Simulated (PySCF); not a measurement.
```yaml
atoms:
  - { symbol: Si, position_ang: [-1.9380, 0.7212, -0.0733] }
  - { symbol: O, position_ang: [-0.6977, -0.1345, -0.6759] }
  - { symbol: Si, position_ang: [0.6779, -0.9703, -0.6222] }
  - { symbol: P, position_ang: [2.0285, 0.0591, 0.7477] }
  - { symbol: H, position_ang: [-1.4187, 1.6450, 0.9328] }
  - { symbol: H, position_ang: [-2.4755, 1.4042, -1.2452] }
  - { symbol: H, position_ang: [-2.8706, -0.2406, 0.5098] }
  - { symbol: H, position_ang: [1.1620, -0.9385, -2.0027] }
  - { symbol: H, position_ang: [0.4089, -2.3085, -0.0961] }
  - { symbol: H, position_ang: [3.1865, -0.4905, 1.1634] }
  - { symbol: H, position_ang: [1.9365, 1.2534, 1.3618] }
```

Geometry: GFN2-xTB.

Theory: PySCF 2.14.0, CAM-B3LYP/pcSseg-1, SCF density, in a cyclohexane solvent model, non-relativistic.

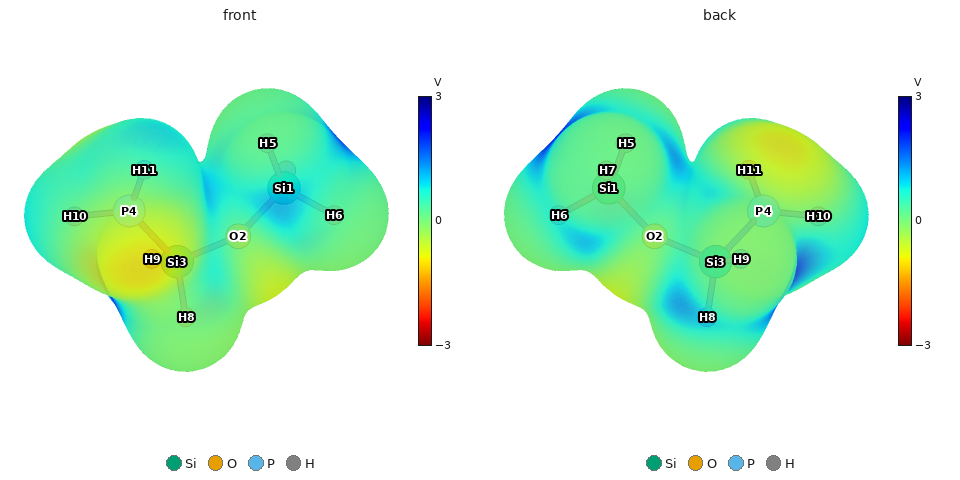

H₇OPSi₂ (SMILES [SiH3]O[SiH2]P). The molecular electrostatic potential painted on the density surface at 0.002 e/bohr³, seen from the front and from behind; red is negative and blue positive.

**Where is the surface potential most negative and most positive?**

The most negative region (about −1.0 V) lies over P4, the most positive (about +2.0 V) over Si1 and Si3.
